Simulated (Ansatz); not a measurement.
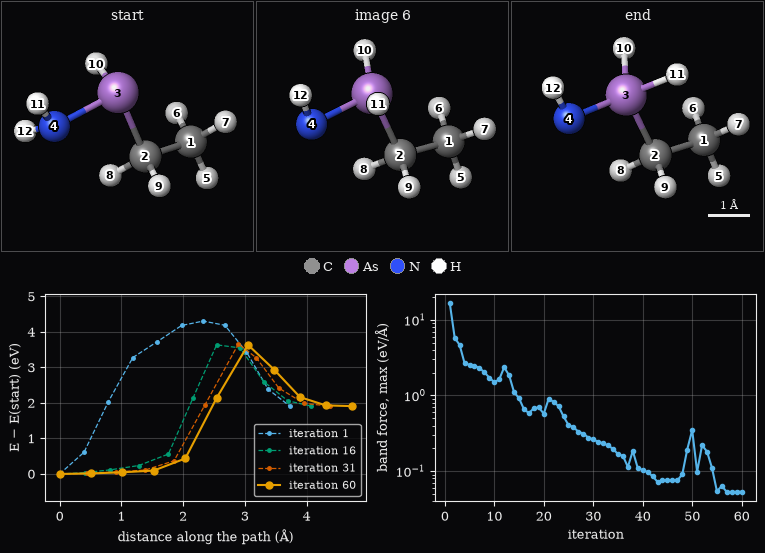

A nudged-elastic-band calculation for C$_{2}$H$_{8}$AsN. Images are numbered from 0 (start) to 10 (end). The plot follows the band through its iterations. The picture is a ball-and-stick view, seen from a free direction.

All numbers below come from RKS PBE-D4/def2-SVP (Ansatz 0.2.0). Run with 9 movable images; climbing image; force threshold 0.05 eV/Å; iteration limit 60; optimiser FIRE; starting path through a guess of the saddle point.

Judge this run.

Answer. The result isn't final. The band hadn't converged when the run stopped after 60 iterations. The largest component of the band force went from 17 to 0.053 eV/Å. The barrier read from it is provisional, though the highest image hardly moved in the last two iterations. The first iteration put the highest image at 4.31 eV. Forward barrier 3.64 eV, backward barrier 1.72 eV, with image 6 at the top; the reaction energy is +1.91 eV.
